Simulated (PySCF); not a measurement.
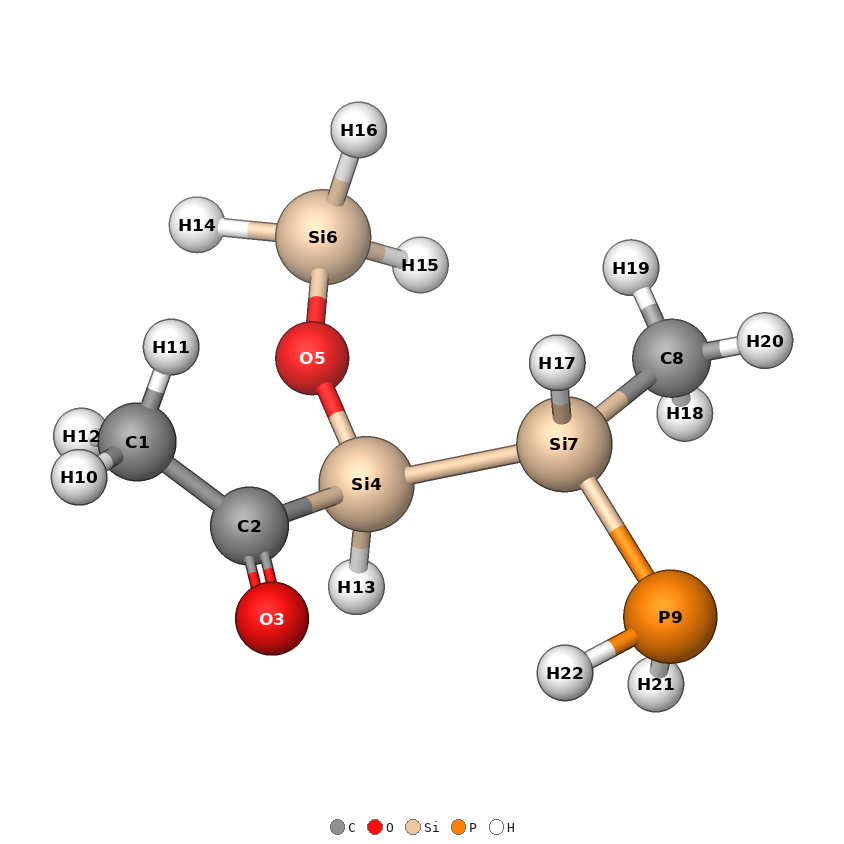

Computed geometry: GFN2-xTB optimisation. No frequency run is at hand to confirm it as a minimum. Electric field gradients from the ground-state density, PBE0/pcSseg-1 (PySCF 2.14.0), non-relativistic apart from any core potentials.

Give the largest field-gradient component, the quadrupole coupling constant and the asymmetry for 17O at O3 (Q = −25.6 mb), 17O at O5 (Q = −25.6 mb), 2H at H10 (Q = 2.86 mb), 2H at H11 (Q = 2.86 mb).

```json
{"atom": "O3", "V_zz (a.u.)": "−2.026", "e²qQ/h (MHz)": "12.18", "η": "0.55"}
{"atom": "O5", "V_zz (a.u.)": "1.098", "e²qQ/h (MHz)": "−6.60", "η": "0.18"}
{"atom": "H10", "V_zz (a.u.)": "0.312", "e²qQ/h (MHz)": "0.210", "η": "0.00"}
{"atom": "H11", "V_zz (a.u.)": "0.313", "e²qQ/h (MHz)": "0.210", "η": "0.04"}
```

The geometry is semi-empirical. Around P, Si such bond lengths and angles can be off by a tenth of an ångström or more and by several degrees, and values that hang on the shape move with them.
